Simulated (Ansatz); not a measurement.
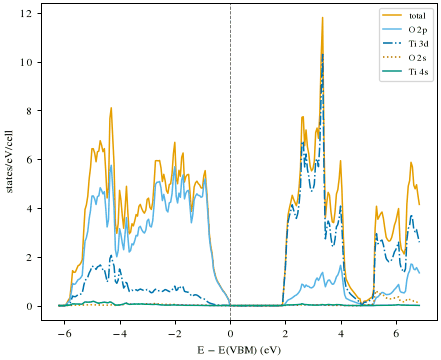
*Total and projected density of states of TiO2 (rutile, space group No. 136), DFT-LDA in the program Ansatz with PAW potentials*

Task: Which orbitals carry the states next to the gap?

Result: Top 1 eV of the valence band: O 2p 95 %. Bottom 1 eV of the conduction band: Ti 3d 88 %, O 2p 10 %. Projections are on Löwdin-orthogonalised atomic valence shells; empty p or d shells of many metals are not among them.

Task: Where is the tallest occupied peak in this window, and what makes it?

Result: Near -4.3 eV, about 8.1 states/eV per cell; the largest projected share is O 2p.

Space group P4_2/mnm (rutile). The LDA relaxation kept the symmetry of its start; phonons on a q-mesh show weakly imaginary modes. No spin polarisation was allowed.

Potentials: the later of the program's two PAW sets.
